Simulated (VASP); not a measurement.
Band structure of NiSb (NiAs type). These are RPBE GGA, VASP's PBE PAW potentials (set 64) (plane waves; VASP) values and carry that method's errors.

Unless said otherwise, spin-orbit coupling is left out, though it shifts the bands of the heavy elements here.

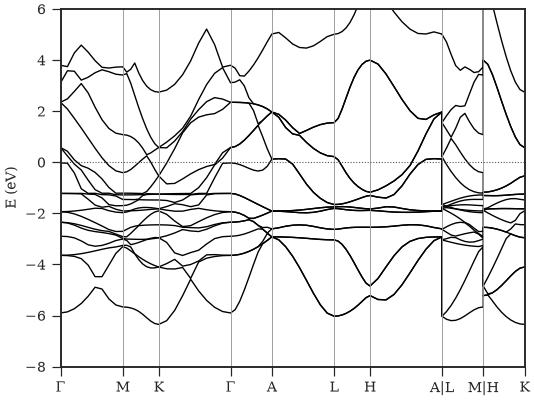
*Bands along high-symmetry lines, zero at the valence-band maximum or, without a gap, the Fermi level*

Q: Read the plot: is there a gap, and where are the band edges?

A: It has no gap at this level: it comes out as a metal or semimetal. (Edges off the drawn lines would not show.)

The compound is NiSb in the NiAs type structure. It was relaxed first, which changed the volume by +6 %. The run is not spin-polarised, so no magnetic state was tried.
